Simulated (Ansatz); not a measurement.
## Electronic structure of GeH₅P···NH₃ in real space

Input

```
crystal:
  periodic: [false, false, false]
  atoms:
    - {symbol: Ge, position_ang: [-1.113620, -0.762624, -0.376644]}
    - {symbol: N, position_ang: [1.354820, 1.459764, -0.794477]}
    - {symbol: H, position_ang: [-0.149844, -1.220238, -1.477450]}
    - {symbol: H, position_ang: [-2.284625, -1.766977, -0.301037]}
    - {symbol: H, position_ang: [-1.682081, 0.626815, -0.686527]}
    - {symbol: H, position_ang: [1.753339, 1.341029, 0.129408]}
    - {symbol: P, position_ang: [0.020651, -0.689884, 1.650777]}
    - {symbol: H, position_ang: [2.083886, 1.255581, -1.466752]}
    - {symbol: H, position_ang: [1.117879, 2.438852, -0.896981]}
    - {symbol: H, position_ang: [-1.165328, -0.579216, 2.425943]}
    - {symbol: H, position_ang: [0.064922, -2.103103, 1.793740]}
basis:
  gaussian: {orbitals: def2-TZVPP}
hamiltonian: {xc: pbe0, dispersion: d4}
output: {orbitals: {seedname: orbitals}}
```

Launched as:

```sh
ansatz run in.yaml --threads 4 --pin off --events-out ev --progress --plain --max-ram 9574MiB
```

The product side of a reaction path; geometry: PBE0-D4/def2-TZVP.

These are results of RKS PBE0-D4/def2-TZVPP in Ansatz 0.2.0, not measurements.

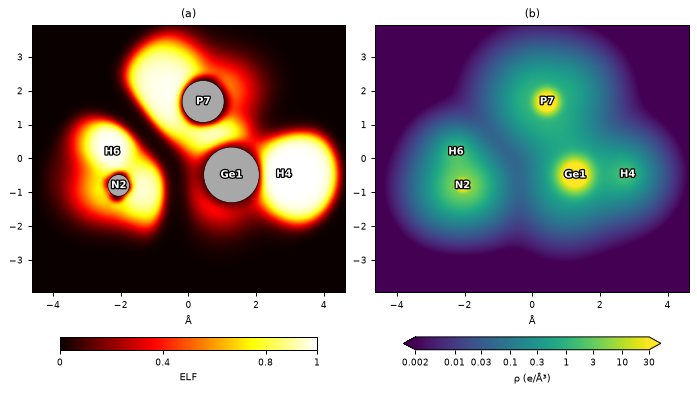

Figure 1. (a) ELF; (b) electron density on the plane of atoms H4, Ge1 and P7. Grey discs cover the atomic cores in the ELF map.

Read the bonding off the picture.

Answer.
- Atoms in the plane: Ge, N, H and P.
- Ge1···N2 (3.35 Å): the density falls to about 0.05 e/Å³ on the way; the ELF dips to about 0.05 between them.
- Ge–P (2.32 Å): ρ is about 0.66 e/Å³ halfway; the ELF peaks at about 0.95 between the atoms; localised, covalent bonding.
- N–H (1.01 Å): ρ at the midpoint is about 2.9 e/Å³; the ELF climbs to about 1 towards the hydrogen, as it does in any bond to H; an ordinary covalent bond to hydrogen.
- Ge–H (1.54 Å): ρ is about 1 e/Å³ halfway; the ELF climbs to about 1 towards the hydrogen.
- The ELF also peaks beside P7, away from the bonds: lone-pair regions.

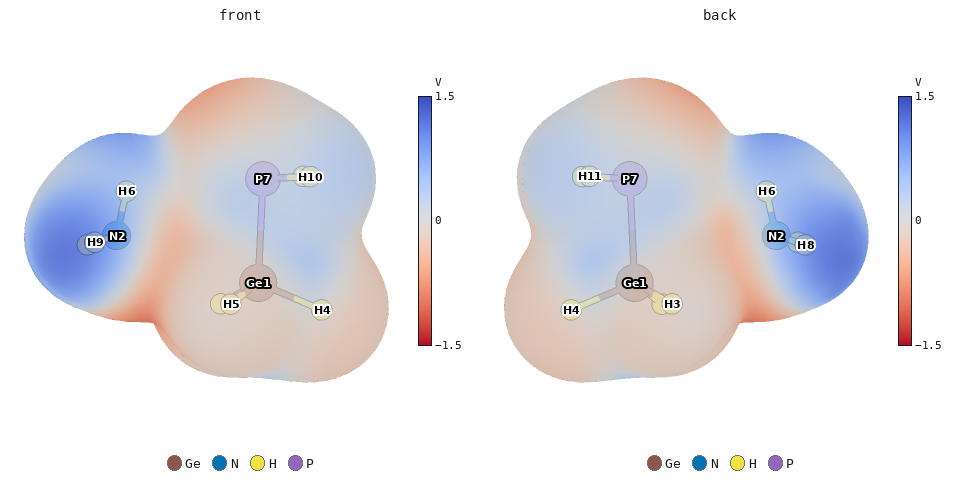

Figure 2. The electrostatic potential painted on the density surface at 0.001 e/bohr³, seen from the front and from behind; red is negative and blue positive.

Where is the surface potential most negative and most positive?

Answer. The most negative region (about −0.9 V) lies over the gap between the two molecules, near Ge1 and N2, the most positive (about +1.2 V) over H8 and H9.

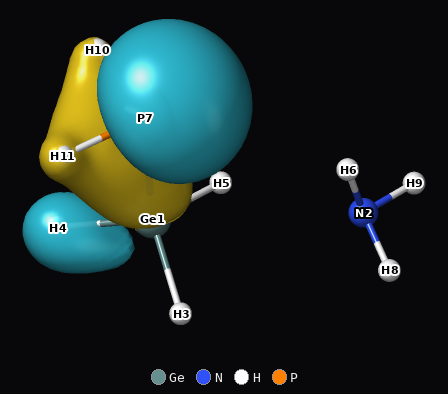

Figure 3. The HOMO at ±0.15 Å⁻³ᐟ² (yellow and cyan are the two phases), seen at an oblique angle.

Describe this orbital and give its energy.

Answer. It lies mainly on P7 (about 70 %), Ge1 (about 15 %) and H4 (about 5 %); largely a lone pair of P7. Its energy is −7.28 eV.

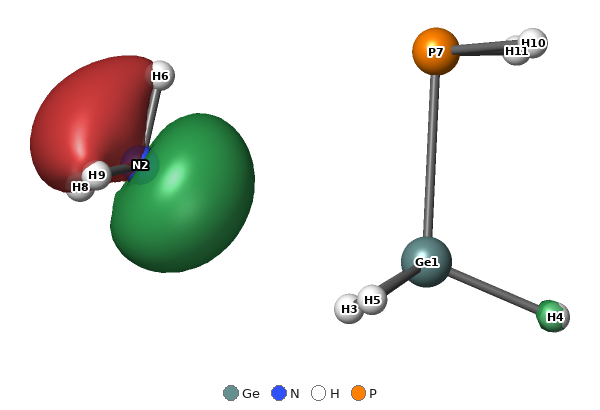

Figure 4. The HOMO−1 at ±0.2 Å⁻³ᐟ² (green and red are the two phases), seen across its widest extent.

What is the character of this orbital?

Answer. It lies mainly on N2 (about 75 %); largely a lone pair of N2. Its energy is −7.70 eV.
